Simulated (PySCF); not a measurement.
**C7H7, charge +1, SMILES `[CH2+]c1ccccc1`: what the electrons do**

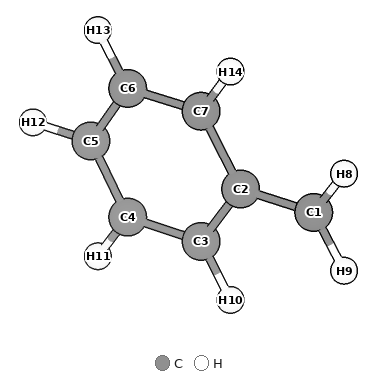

The molecule, with its atoms numbered as below. No frequency check shows the geometry to be a minimum.

Coordinates in Å:

```
C1      -2.3518    0.0001    0.0000
C2      -0.9881   -0.0000    0.0000
C3      -0.2509    1.2359    0.0000
C4       1.1182    1.2216    0.0000
C5       1.8048    0.0000    0.0000
C6       1.1181   -1.2216    0.0000
C7      -0.2510   -1.2358    0.0000
H8      -2.9176   -0.9208    0.0000
H9      -2.9176    0.9210    0.0000
H10     -0.7986    2.1669    0.0000
H11      1.6754    2.1464    0.0000
H12      2.8862   -0.0000    0.0000
H13      1.6752   -2.1465    0.0000
H14     -0.7988   -2.1668    0.0000
```

### 1. Bonding charge

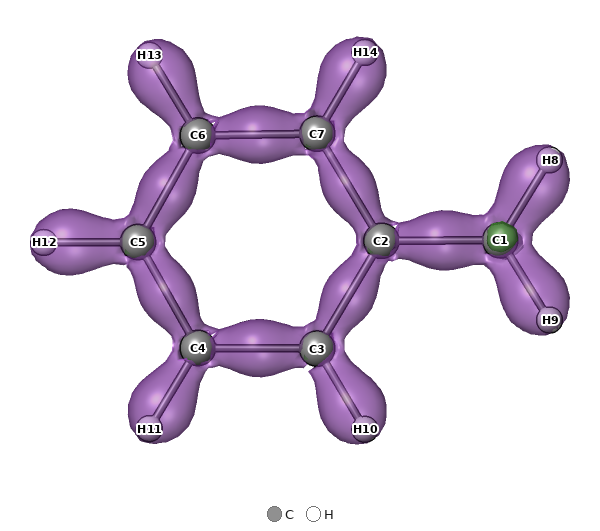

Deformation density (molecule less spherical, spin-averaged free atoms at the same positions), surfaces at ±0.28 e/Å³; purple: gain, green: loss.

Method: BP86/def2-SVPD; geometry: GFN2-xTB; program: PySCF. This is a single-reference result, which may miss multireference character in this system.

Question: Describe the bonding that the map shows.

Answer: C1–H8 and C1–H9: +0.76 e/Å³ at the bond critical point (bond length 1.08 Å). C5–H12: +0.75 e/Å³ at the bond critical point (bond length 1.08 Å). C3–H10 and C7–H14: +0.74 e/Å³ at the bond critical point (bond length 1.08 Å). C6–H13 and C4–H11: +0.73 e/Å³ at the bond critical point (bond length 1.08 Å). C1–C2: +0.67 e/Å³ at the bond critical point (bond length 1.36 Å). C3–C4 and C6–C7: +0.64 e/Å³ at the bond critical point (bond length 1.37 Å). C4–C5 and C5–C6: +0.60 e/Å³ at the bond critical point (bond length 1.40 Å). C2–C7 and C2–C3: +0.55 e/Å³ at the bond critical point (bond length 1.44 Å). In all, 3.0 electrons gather in the regions of gain relative to the promolecule of neutral atoms (the regions of loss give up this much and the cation's charge besides).

Question: Where do the Hirshfeld charges lie?

Answer: The highest Hirshfeld charge is on C1 (+0.11 e), the lowest on C4 and C6 (+0.01 e).

```json
{"atom": "C1", "charge (e)": "+0.11"}
{"atom": "C2", "charge (e)": "+0.04"}
{"atom": "C3", "charge (e)": "+0.05"}
{"atom": "C4", "charge (e)": "+0.01"}
{"atom": "C5", "charge (e)": "+0.08"}
{"atom": "C6", "charge (e)": "+0.01"}
{"atom": "C7", "charge (e)": "+0.05"}
{"atom": "H8", "charge (e)": "+0.10"}
{"atom": "H9", "charge (e)": "+0.10"}
{"atom": "H10", "charge (e)": "+0.09"}
{"atom": "H11", "charge (e)": "+0.09"}
{"atom": "H12", "charge (e)": "+0.10"}
{"atom": "H13", "charge (e)": "+0.09"}
{"atom": "H14", "charge (e)": "+0.09"}
```

### 2. Bond critical points

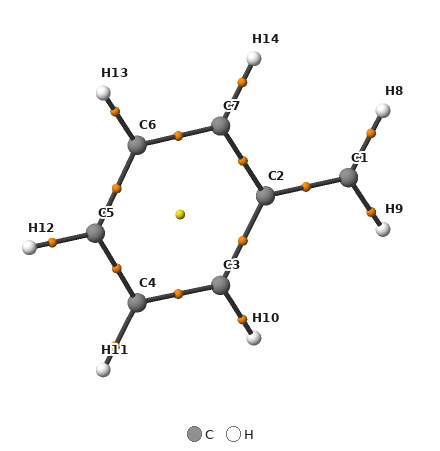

Molecular graph of the electron density (QTAIM): bond paths, bond critical points (orange), ring points (yellow, if any); weak paths are dashed.

Question: How many critical points of each kind are there, and does the count close?

Answer: 14 nuclei, 14 bond, 1 ring and 0 cage critical points: 14 − 14 + 1 − 0 = 1, as the Poincaré–Hopf relation requires.

Question: What does the calculation give at each kind of bond critical point?

Answer:
```csv
bond,length (Å),ρ (a.u.),∇²ρ (a.u.),ε,H (a.u.)
C1–C2,1.364,0.326,−0.86,0.17,−0.326
C3–C4 (2 alike),1.369,0.321,−0.82,0.20,−0.316
C4–C5 (2 alike),1.401,0.304,−0.76,0.13,−0.284
C1–H8 (2 alike),1.081,0.289,−1.18,0.02,−0.324
C5–H12,1.081,0.289,−1.16,0.01,−0.321
C3–H10 (2 alike),1.080,0.287,−1.13,0.00,−0.317
C6–H13 (2 alike),1.080,0.286,−1.13,0.01,−0.316
C2–C7 (2 alike),1.439,0.285,−0.69,0.09,−0.250
```

Question: What kind of interaction is C3–H10?

Answer: Shared-shell (covalent): ρ = 0.287, ∇²ρ = −1.13, H = −0.317 a.u.

### 3. Local ionisation energy

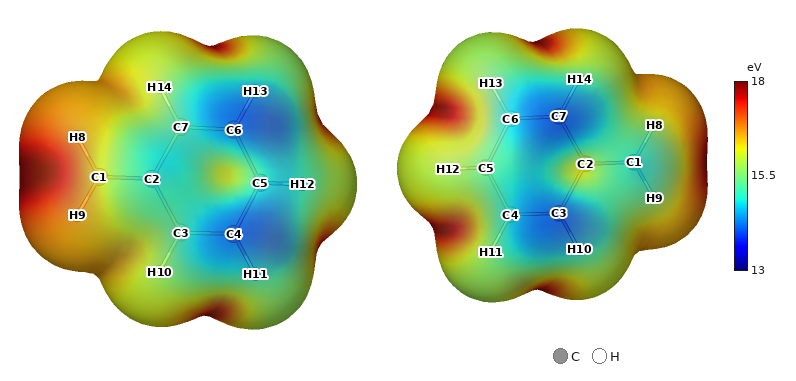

Average local ionisation energy on the surface of electron density 0.001 a.u. (back view left, front view right).

Question: Locate the minima of the map.

Answer: The lowest value is 14.0 eV, off the molecular plane, over C6 (2.0 Å), and at like points elsewhere. Further minima include 14.8 eV, off the C1–C2 bond (2.1 Å from its atoms), and at like points elsewhere. For comparison, the highest occupied orbital lies at −12.1 eV.

Question: What volume does the surface enclose?

Answer: About 125 Å³.

### 4. Localised orbitals

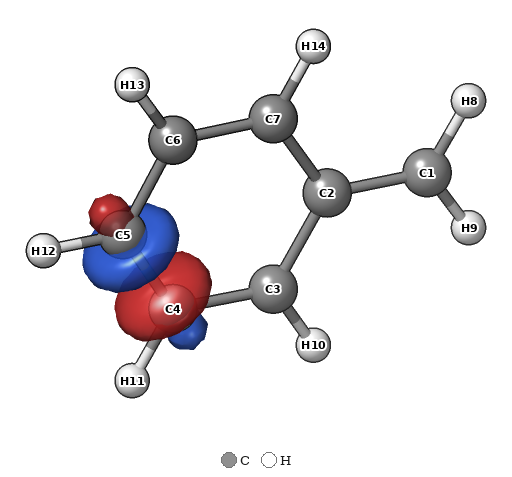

Intrinsic bond orbitals (IBO), occupied and valence-virtual; each surface holds about 70 % of the orbital's density. Energies are diagonal elements of the Fock matrix.

PySCF calculation, TPSSh/def2-SVP, gas phase; geometry: GFN2-xTB.

Question: What does this orbital represent?

Answer: σ* orbital C4–C5 (C4 50 %, C5 49 %; 8.8 eV).

Question: How do all the valence pairs divide up?

Answer: 17 pairs: 14 σ bonds and 3 delocalised π orbitals.

The PySCF runs shown took 43 s and 49 s on 1 thread of Arm Neoverse V1, on a shared host.
